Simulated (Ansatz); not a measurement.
# CH₆AlFN₂: what the fields show

The calculation's input:

```
crystal:
  periodic: [false, false, false]
  atoms:
    - { symbol: "N", position_ang: [-1.1251, 0.9169, 0.3347] }
    - { symbol: C, position_ang: [-0.3394, -0.2331, 0.2006] }
    - { symbol: "N", position_ang: [0.4257, -0.3949, 1.4024] }
    - { symbol: F, position_ang: [-1.0729, -1.3286, 0.0201] }
    - { symbol: Al, position_ang: [0.8959, -0.0946, -1.4104] }
    - { symbol: H, position_ang: [-0.5584, 1.8206, 0.3959] }
    - { symbol: H, position_ang: [-1.7155, 1.0656, -0.5452] }
    - { symbol: H, position_ang: [-0.1596, -0.4571, 2.2203] }
    - { symbol: H, position_ang: [0.9667, -1.2943, 1.4015] }
    - { symbol: H, position_ang: [1.9565, 1.1046, -1.4507] }
    - { symbol: H, position_ang: [0.7915, -1.1621, -2.5485] }
basis:
  gaussian: { orbitals: "6-31G" }
hamiltonian:
  xc: b3lyp
  dispersion: d4
relax:
  f_tol: 0.015
  max_steps: 40
output:
  orbitals: {}
```

Run with:

```sh
ansatz run input.yaml --threads 1 --pin off --max-ram 2048MiB --backend cpu --events-out ev --progress --plain --runs-dir out
```

The fields are those of the relaxed geometry.

Method: RKS B3LYP-D4/6-31G in Ansatz 0.2.0.

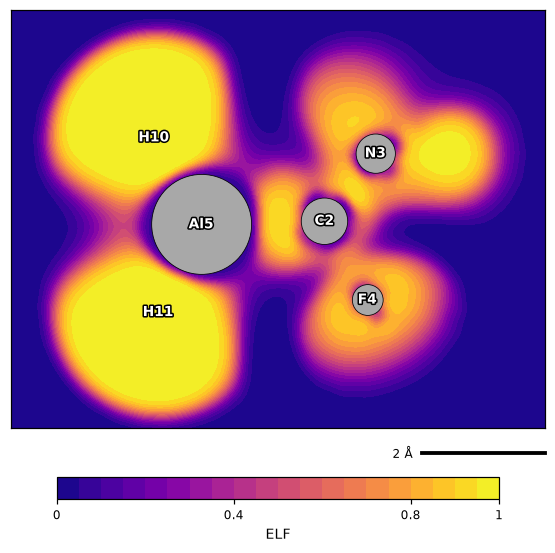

Figure 1. ELF on the plane of atoms C2, Al5 and H10. Grey discs cover the atomic cores.

Q: Interpret the plot.

A: The section cuts through C, N, F, Al and H sites.
C–N (1.39 Å): the ELF peaks at about 0.95 between the atoms; localised, covalent bonding.
C–F (1.47 Å): the ELF peaks at about 0.75 between the atoms; a shared but strongly polarised pair.
C–Al (1.99 Å): the ELF peaks at about 0.95 in the valence shell of C, 0.7 Å from its nucleus, and is about 0.70 at the midpoint.
Al–H (1.60 Å): the ELF climbs to about 1 towards the hydrogen.
The ELF also peaks beside F4 and N3, away from the bonds: lone-pair regions.

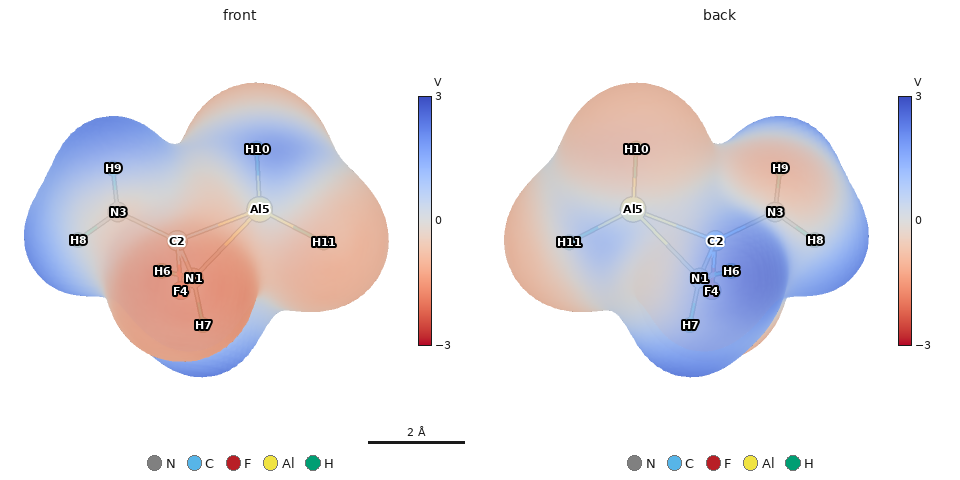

Figure 2. The electrostatic potential painted on the density surface at 0.002 e/bohr³, seen from the front and from behind; red is negative and blue positive.

Q: Where is the surface potential most negative and most positive?

A: The most negative region (about −1.6 V) lies over F4, the most positive (about +2.2 V) over H6.

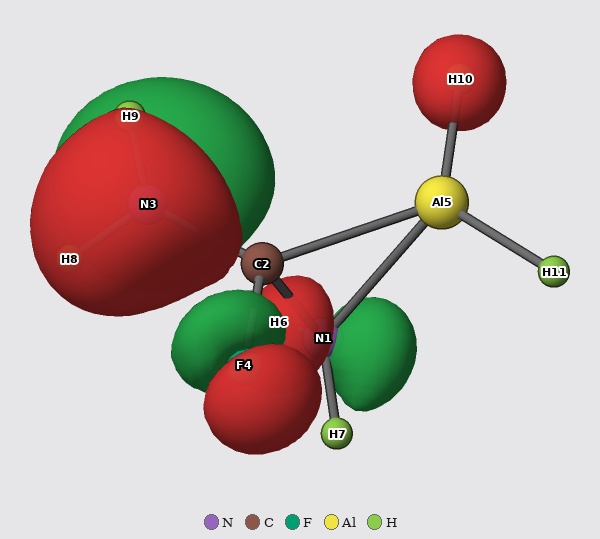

Figure 3. The HOMO−1 at ±0.1 Å⁻³ᐟ² (green and red are the two phases), seen across its widest extent.

Q: Describe this orbital and give its energy.

A: It lies mainly on N3 (about 65 %), F4 (about 10 %) and C2 (about 5 %). Its energy is −7.28 eV.
